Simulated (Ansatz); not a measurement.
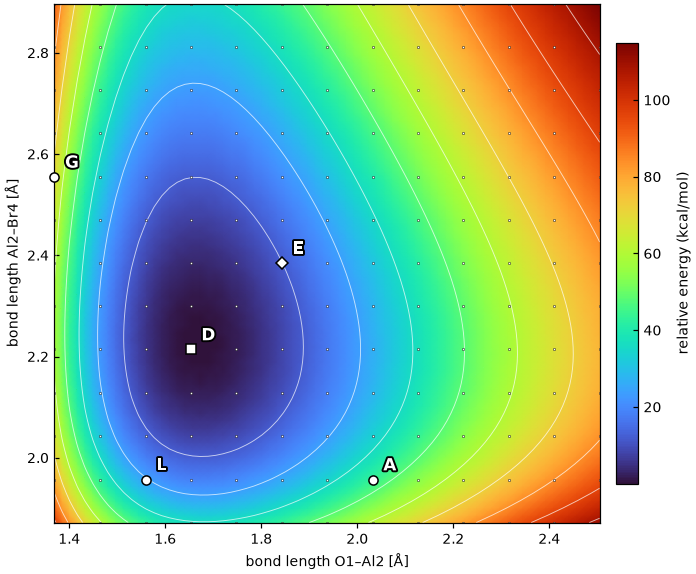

AlBrFHO, SMILES [OH][Al]([F])[Br]. The first coordinate is: bond length O1–Al2; the second: bond length Al2–Br4. Nothing is relaxed (all other coordinates rigid). The scan uses a 13 × 13 grid. Points are written as (first, second). Energies are in kcal/mol, from the relaxed molecule at the same level. The reference is spin-restricted, which grows unreliable where a bond is stretched far. These are results of Ansatz 0.2.0, RKS CAM-B3LYP-D4/def2-TZVP, not measurements.

The picture shows a smooth colour map with a few white contour lines, dots at the grid points, lettered points. Between grid points the surface is interpolated.

**What kind of point is each of A, D, E, L: minimum, saddle, maximum or slope?**

A: on a slope; D: minimum; E: on a slope; L: on a slope. (In these two coordinates alone; a stationary point may lie a little off the grid point.)

**Rank the lettered points by energy, lowest first.**

D (0.15 kcal/mol), E (12 kcal/mol), L (25 kcal/mol), A (44 kcal/mol), G (69 kcal/mol).
